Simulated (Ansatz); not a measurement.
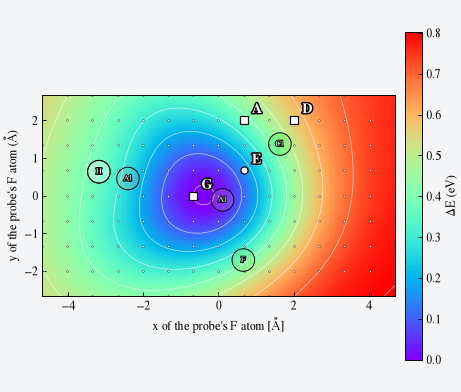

Al₂ClFH₂ (SMILES [F][Al]([AlH2])[Cl]) with the probe F-. 
- The probe is moved over a plane parallel to the molecule's main plane, 3.67 Å above it.
- Coordinates scanned: (1) x of the probe's F atom; (2) y of the probe's F atom.
- Nothing is relaxed (molecule and probe rigid).
- Grid: 15 × 9 points.
- Energies are in eV, from the lowest grid point.
- The calculation used RHF-MP2, frozen core/def2-SVPD in Ansatz.

Drawn: a smooth colour map with a few white contour lines, dots at the grid points, labelled circles for the molecule's atoms, projected on the plane, lettered points. Between grid points the surface is interpolated.

**Is E the lowest point of the computed grid?**

No. E lies 0.16 eV above the lowest grid point, which is at x of the probe's F atom = −0.67 Å, y of the probe's F atom = 0.00 Å [nearest 1 H at 3.46 Å].

**What kind of point is each of A, D, E, G: minimum, saddle, maximum or slope?**

A: on a slope; D: on a slope; E: on a slope; G: minimum. (In these two coordinates alone; a stationary point may lie a little off the grid point.)

**Rank the lettered points by energy, lowest first.**

G (0.00 eV), E (0.16 eV), A (0.37 eV), D (0.56 eV).
